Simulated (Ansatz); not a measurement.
# Geometry relaxation, with input and output: AlH2OF

AlH2OF, computed with RKS r2SCAN-D4/def2-SVP (Ansatz 0.2.0).

It belongs to a series of runs on one base structure; here: start relaxed. Figures and captions count atoms from 1; the log counts them from 0 in places.

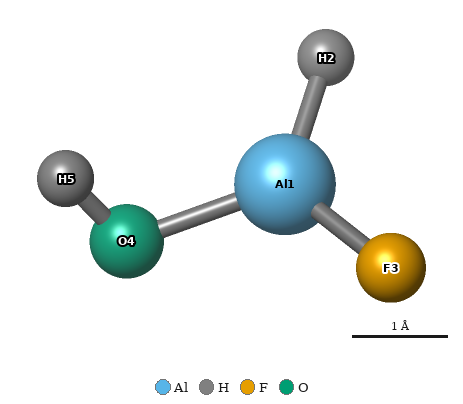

*The input geometry (ball-and-stick view, seen at a tilt; atoms are numbered from 1 in the order of the input). Sticks mark near contacts.*

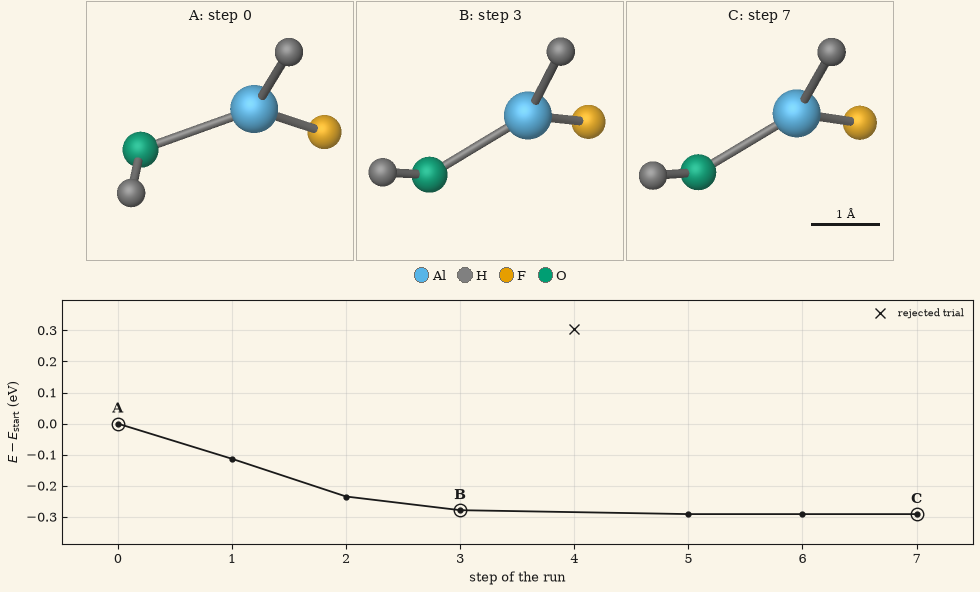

*Frames of the relaxation (ball-and-stick view, seen at a tilt) above the curves, on which the letters mark them (the first geometry is step 0 here and step 1 in the log).*

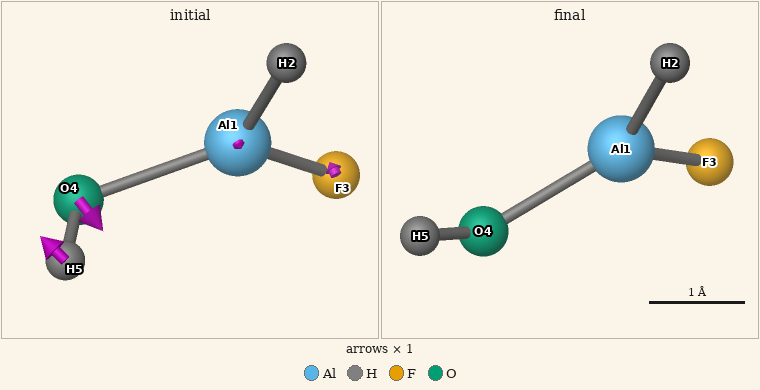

*Before (left) and after (right) the relaxation, at one scale (ball-and-stick view, seen at a tilt). The pink arrows give the displacements, at true length.*

After 7 geometry steps the energy has fallen by 0.291 eV. The largest force component goes from 1.9 to 0.00074 eV/Å. The line search rejected the trial step at point 4 (counted from 0) and went back. The largest move after the best rigid fit is that of O4, 0.42 Å. By element the largest moves are O 0.42 Å, H 0.37 Å, F 0.16 Å, Al 0.08 Å. Distances before and after: Al1–O4 1.780 → 1.691 Å, O4–H5 1.010 → 0.960 Å, Al1–F3 1.690 → 1.660 Å, Al1–H2 1.560 → 1.572 Å. Among the angles that change: Al1–O4–H5 109.5° → 128.4°, H2–Al1–O4 120.0° → 125.3°, F3–Al1–O4 120.0° → 115.9°. (Atoms are counted from 1 in the order of the input.)

These pictures come from the run below.

### Input
```yaml
crystal:
  periodic: [false, false, false]
  atoms:
    - { symbol: Al, position_ang: [0.0, 0.0, 0.0] }
    - { symbol: H, position_ang: [0.0, 0.0, 1.56] }
    - { symbol: F, position_ang: [1.4635, 0.0, -0.845] }
    - { symbol: O, position_ang: [-1.5415, 0.0, -0.89] }
    - { symbol: H, position_ang: [-2.0512, -0.8467, -0.6815] }
basis:
  gaussian: { orbitals: def2-SVP }
hamiltonian:
  xc: r2scan
  dispersion: d4
relax:
  f_tol: 0.02
  max_steps: 40
```

Command:
```bash
ansatz run input.yaml --threads 1 --pin off --max-ram 2048MiB --backend cpu --events-out ev --progress --plain --runs-dir out
```

### The program's output
```
The last accepted step is kept in [file] (removed where the run ends without a failure and the disk answers)
Engine: ansatz 0.2.0, aarch64-unknown-linux-gnu
Functional definition: r2SCAN
  parameter k0 = 0.174
  parameter k1 = 0.065
  parameter a1 = 4.9479
  exchange = r2scan_x(k0 = k0, k1 = k1, a1 = a1)
  correlation = r2scan_c
600 factors; their error is unknown
mean field evaluation 1: about -11380.6621 eV, gradient 6.3e1 eV
mean field evaluation 2: about -11343.9783 eV, gradient 1.4e2 eV
mean field evaluation 4: about -11387.2804 eV, gradient 1.3e1 eV
mean field evaluation 8: about -11387.5286 eV, gradient 6.9e-2 eV
mean field -11387.52858878 eV, -418.4839568936 hartree, gradient 6.8e-5 eV, S^2 0.000000; 0 other end points of the search recorded, 0 dependent functions left out
the calculation of the forces begins
reference -11387.52859972 eV, -418.4839572954 hartree; 16, 16 occupied and 40, 40 virtual orbitals, 600 factors
relax step   1: F+E_penalty+E_count = -11387.54086985 eV  Δ(F+E_penalty+E_count) = +0.000e0 eV  max|allowed force component| = 1.853e0 eV/Å  Δτ_max = 0.0000 Å  (25 SCF iters, accepted)
these checks for a lower state are left out or cut short: starts, cluster_reference, orbital_swaps, neighbouring_geometries, increment
600 factors; their error is unknown
mean field evaluation 16: about -11387.6707 eV, gradient 2.4e-1 eV
mean field -11387.64166906 eV, -418.4881125172 hartree, gradient 1.2e-5 eV, S^2 0.000000; 0 other end points of the search recorded, 0 dependent functions left out
the calculation of the forces begins
reference -11387.64167994 eV, -418.4881129169 hartree; 16, 16 occupied and 40, 40 virtual orbitals, 600 factors
relax step   2: F+E_penalty+E_count = -11387.65397226 eV  Δ(F+E_penalty+E_count) = -1.131e-1 eV  max|allowed force component| = 1.391e0 eV/Å  Δτ_max = 0.1098 Å  (32 SCF iters, accepted)
these checks for a lower state are left out or cut short: starts, cluster_reference, orbital_swaps, neighbouring_geometries, increment
600 factors; their error is unknown
mean field -11387.76285646 eV, -418.4925660718 hartree, gradient 9.6e-6 eV, S^2 0.000000; 0 other end points of the search recorded, 0 dependent functions left out
the calculation of the forces begins
reference -11387.76286740 eV, -418.4925664740 hartree; 16, 16 occupied and 40, 40 virtual orbitals, 600 factors
relax step   3: F+E_penalty+E_count = -11387.77526814 eV  Δ(F+E_penalty+E_count) = -1.213e-1 eV  max|allowed force component| = 9.179e-1 eV/Å  Δτ_max = 0.2000 Å  (32 SCF iters, accepted)
these checks for a lower state are left out or cut short: starts, cluster_reference, orbital_swaps, neighbouring_geometries, increment
600 factors; their error is unknown
mean field evaluation 32: about -11387.8364 eV, gradient 5.7e-1 eV
mean field -11387.80682776 eV, -418.4941819875 hartree, gradient 1.1e-5 eV, S^2 0.000000; 0 other end points of the search recorded, 0 dependent functions left out
the calculation of the forces begins
reference -11387.80683873 eV, -418.4941823905 hartree; 16, 16 occupied and 40, 40 virtual orbitals, 600 factors
relax step   4: F+E_penalty+E_count = -11387.81924142 eV  Δ(F+E_penalty+E_count) = -4.397e-2 eV  max|allowed force component| = 7.813e-1 eV/Å  Δτ_max = 0.1996 Å  (31 SCF iters, accepted)
these checks for a lower state are left out or cut short: starts, cluster_reference, orbital_swaps, neighbouring_geometries, increment
600 factors; their error is unknown
mean field -11387.22433985 eV, -418.4727759517 hartree, gradient 9.7e-6 eV, S^2 0.000000; 0 other end points of the search recorded, 0 dependent functions left out
the calculation of the forces begins
reference -11387.22435075 eV, -418.4727763522 hartree; 16, 16 occupied and 40, 40 virtual orbitals, 600 factors
relax step   5: F+E_penalty+E_count = -11387.23685592 eV  Δ(F+E_penalty+E_count) = +5.824e-1 eV  max|allowed force component| = 5.198e0 eV/Å  Δτ_max = 0.1953 Å  (32 SCF iters, rejected (line search))
these checks for a lower state are left out or cut short: starts, cluster_reference, orbital_swaps, neighbouring_geometries, increment
600 factors; their error is unknown
mean field -11387.81944459 eV, -418.4946456473 hartree, gradient 1.3e-5 eV, S^2 0.000000; 0 other end points of the search recorded, 0 dependent functions left out
the calculation of the forces begins
reference -11387.81945557 eV, -418.4946460508 hartree; 16, 16 occupied and 40, 40 virtual orbitals, 600 factors
relax step   6: F+E_penalty+E_count = -11387.83185994 eV  Δ(F+E_penalty+E_count) = -1.262e-2 eV  max|allowed force component| = 3.911e-2 eV/Å  Δτ_max = 0.0505 Å  (27 SCF iters, accepted)
these checks for a lower state are left out or cut short: starts, cluster_reference, orbital_swaps, neighbouring_geometries, increment
600 factors; their error is unknown
mean field -11387.81946753 eV, -418.4946464906 hartree, gradient 1.0e-5 eV, S^2 0.000000; 0 other end points of the search recorded, 0 dependent functions left out
the calculation of the forces begins
reference -11387.81947851 eV, -418.4946468941 hartree; 16, 16 occupied and 40, 40 virtual orbitals, 600 factors
relax step   7: F+E_penalty+E_count = -11387.83188344 eV  Δ(F+E_penalty+E_count) = -2.350e-5 eV  max|allowed force component| = 2.620e-2 eV/Å  Δτ_max = 0.0022 Å  (22 SCF iters, accepted)
these checks for a lower state are left out or cut short: starts, cluster_reference, orbital_swaps, neighbouring_geometries, increment
600 factors; their error is unknown
mean field evaluation 64: about -11387.8195 eV, gradient 8.3e-6 eV
mean field -11387.81948904 eV, -418.4946472811 hartree, gradient 8.3e-6 eV, S^2 0.000000; 0 other end points of the search recorded, 0 dependent functions left out
the calculation of the forces begins
reference -11387.81950002 eV, -418.4946476846 hartree; 16, 16 occupied and 40, 40 virtual orbitals, 600 factors
relax step   8: F+E_penalty+E_count = -11387.83190453 eV  Δ(F+E_penalty+E_count) = -2.109e-5 eV  max|allowed force component| = 7.384e-4 eV/Å  Δτ_max = 0.0016 Å  (21 SCF iters, accepted)
600 factors; their error is unknown
mean field -11387.81948904 eV, -418.4946472811 hartree, gradient 8.2e-6 eV, S^2 0.000000; 1 other end points of the search recorded, 0 dependent functions left out
the calculation of the forces begins
reference -11387.81950002 eV, -418.4946476846 hartree; 16, 16 occupied and 40, 40 virtual orbitals, 600 factors
Total energy: -11387.83191551 eV, -418.4951039453 hartree
Atom 0 at     0.014099    -0.077668     0.000987 Å, force     0.000130     0.000239     0.000714 eV/Å
Atom 1 at     0.038898    -0.019584     1.571266 Å, force    -0.000156    -0.000082    -0.000208 eV/Å
Atom 2 at     1.429185     0.170660    -0.830563 Å, force     0.000309    -0.000081    -0.000354 eV/Å
Atom 3 at    -1.355828    -0.377287    -0.943803 Å, force    -0.000738     0.000025     0.000063 eV/Å
Atom 4 at    -2.255554    -0.542822    -0.654387 Å, force     0.000455    -0.000100    -0.000216 eV/Å
Dipole moment:    -0.455494    -0.078734     0.299839 e Å
```

### Trajectory as extended XYZ (Å, eV, eV/Å), 8 frames, from step=1 to step=8
```
5
Properties=species:S:1:pos:R:3:forces:R:3 step=1 energy=-11387.54087
Al    0.0000    0.0000    0.0000   -0.7556   0.0557  -1.2503
H     0.0000    0.0000    1.5600    0.1404  -0.0104   0.1551
F     1.4635    0.0000   -0.8450   -0.7625   0.0635   0.4143
O    -1.5415    0.0000   -0.8900    0.6351  -1.8532   1.1423
H    -2.0512   -0.8467   -0.6815    0.7426   1.7445  -0.4614
5
Properties=species:S:1:pos:R:3:forces:R:3 step=2 energy=-11387.65397
Al   -0.0113   -0.0273   -0.0147   -0.3100   0.1352  -0.8002
H     0.0111   -0.0182    1.5540    0.0073  -0.0497   0.0347
F     1.4588    0.0488   -0.8214   -0.5008   0.0261   0.2204
O    -1.4860   -0.0687   -0.9553    0.0807  -1.3908   1.1646
H    -2.1019   -0.7812   -0.6190    0.7227   1.2793  -0.6196
5
Properties=species:S:1:pos:R:3:forces:R:3 step=3 energy=-11387.77527
Al    0.0359   -0.0322   -0.0315   -0.9179  -0.2449   0.6353
H     0.0221   -0.0207    1.5415    0.1246   0.0497   0.0043
F     1.4699    0.1135   -0.8096    0.5193   0.1316  -0.4529
O    -1.4067   -0.2394   -0.8876   -0.3283  -0.3322  -0.1052
H    -2.2503   -0.6679   -0.6693    0.6023   0.3959  -0.0816
5
Properties=species:S:1:pos:R:3:forces:R:3 step=4 energy=-11387.81924
Al    0.0200   -0.1169    0.0045   -0.0663   0.1911  -0.0928
H     0.0276   -0.0123    1.5727    0.0251  -0.0633  -0.0018
F     1.4164    0.1954   -0.8384    0.0193  -0.0803   0.0396
O    -1.3488   -0.4214   -0.9458    0.7812   0.0672  -0.1711
H    -2.2445   -0.4915   -0.6495   -0.7593  -0.1148   0.2261
5
Properties=species:S:1:pos:R:3:forces:R:3 step=5 energy=-11387.23686 accepted=F
Al    0.0155   -0.0875    0.0270    0.4333  -0.0770  -0.1853
H     0.0647   -0.0285    1.5999   -0.0587   0.0807  -0.0530
F     1.3988    0.2397   -0.8488   -0.0984  -0.0090   0.2456
O    -1.2681   -0.5988   -0.9585   -5.1981   1.1607   1.2149
H    -2.3402   -0.3716   -0.6760    4.9218  -1.1554  -1.2221
5
Properties=species:S:1:pos:R:3:forces:R:3 step=6 energy=-11387.83186
Al    0.0139   -0.0792    0.0015    0.0040   0.0083  -0.0173
H     0.0385   -0.0195    1.5705   -0.0016  -0.0024   0.0171
F     1.4282    0.1717   -0.8303    0.0072  -0.0020  -0.0008
O    -1.3548   -0.3789   -0.9452   -0.0391  -0.0069   0.0138
H    -2.2550   -0.5408   -0.6529    0.0295   0.0030  -0.0128
5
Properties=species:S:1:pos:R:3:forces:R:3 step=7 energy=-11387.83188
Al    0.0138   -0.0788    0.0014    0.0039   0.0066   0.0061
H     0.0397   -0.0192    1.5723   -0.0027  -0.0027  -0.0099
F     1.4282    0.1713   -0.8308    0.0033  -0.0017   0.0006
O    -1.3552   -0.3784   -0.9447   -0.0262  -0.0045   0.0113
H    -2.2557   -0.5416   -0.6547    0.0218   0.0023  -0.0081
5
Properties=species:S:1:pos:R:3:forces:R:3 step=8 energy=-11387.83190
Al    0.0141   -0.0777    0.0010    0.0001   0.0002   0.0007
H     0.0389   -0.0196    1.5713   -0.0002  -0.0001  -0.0002
F     1.4292    0.1707   -0.8306    0.0003  -0.0001  -0.0004
O    -1.3558   -0.3773   -0.9438   -0.0007   0.0000   0.0001
H    -2.2556   -0.5428   -0.6544    0.0005  -0.0001  -0.0002
```

### Key numbers

```tsv
quantity	value
outcome	converged
total energy	−11387.8319 eV
mean-field energy	−11387.8195 eV
largest force (length of the vector) at the end	0.001 eV/Å
hardware	1 thread of Arm Neoverse V1, 24 GiB of memory available, shared host
wall time	23 s
peak memory	0.13 GiB
```
